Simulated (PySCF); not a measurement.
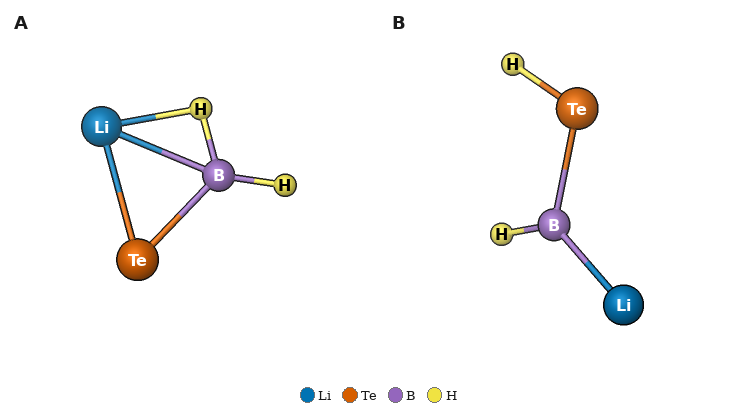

2 stationary structures of one formula. Geometries: PBE0-D4/def2-TZVP. Electronic energies: PBE0-D4/def2-TZVP (PySCF 2.14.0), without zero-point energy. No frequency run is at hand to confirm each as a minimum.

Question: Which structure is the most stable?

Answer: A is lowest (Cs); B lies 55.5 kcal/mol above it (Cs).
